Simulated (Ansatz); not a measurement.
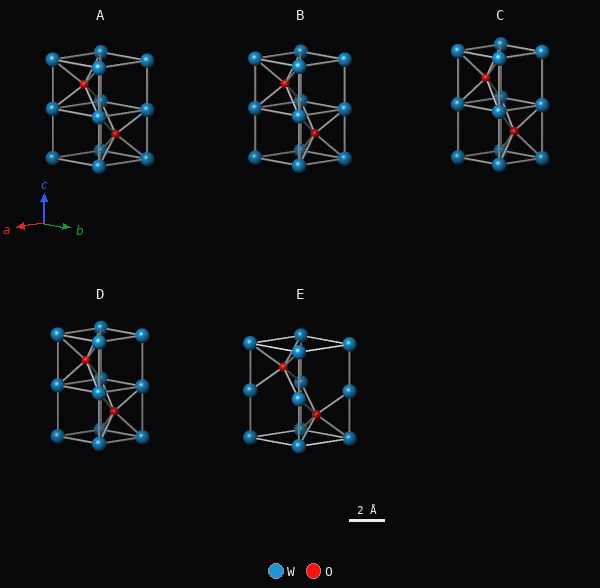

5 geometries from one relaxation of crystalline WO (built on the nickel arsenide type), in shuffled order. The picture is a ball-and-stick view of the cell of the calculation, seen from a free direction.

Case: no spin polarisation.

These are results of DFT r2SCAN+U, scalar-relativistic, plane waves, PAW in Ansatz, not measurements. (plane-wave cutoff 500 eV; k-point mesh 12 × 12 × 8; occupations gaussian; smearing width 0.1 eV; U W 6.2 eV; no spin polarisation; cell and atoms relaxed; force threshold 0.01 eV/Å; at most 60 steps)

> Put them in the order of the run, from the start to the converged end.

E, A, B, D, C. They are steps 0, 1, 2, 3, 9, at +598 meV per atom, +384 meV per atom, +185 meV per atom, +34.6 meV per atom relative to the last. No atom moves by more than 0.005 Å relative to the cell. The drawn cell changes as follows: a = b 3.295 → 2.790 Å (−15.3 %), c 5.660 → 6.385 Å (+12.8 %); the volume changes by −19.1 %. Near-neighbour distances that change, for instance: W–W 3.295 → 2.790 Å, W–W 2.830 → 3.192 Å, O–W 2.371 → 2.268 Å. Bond angles that change, for instance: W–O–W 73.3° → 89.5°, W–O–W 88.0° → 75.9°, W–O–W 132.7° → 138.4°. The space group stays P6_3/mmc (No. 194). The energy falls by 598 meV per atom in 7 accepted moves (9 points after the start). All forces vanish by symmetry, so only the cell relaxes. Pressure: −8.86 GPa at the start and −0.01 GPa at the end. At 2 points the geometry stayed and the basis and grid were re-selected for the new cell (energy shift of 0.9 meV per atom at most each time). Cost: 110 s on 1 thread of Intel(R) Xeon(R) 6975P-C (Granite Rapids) (shared host), peak memory 0.7 GiB.
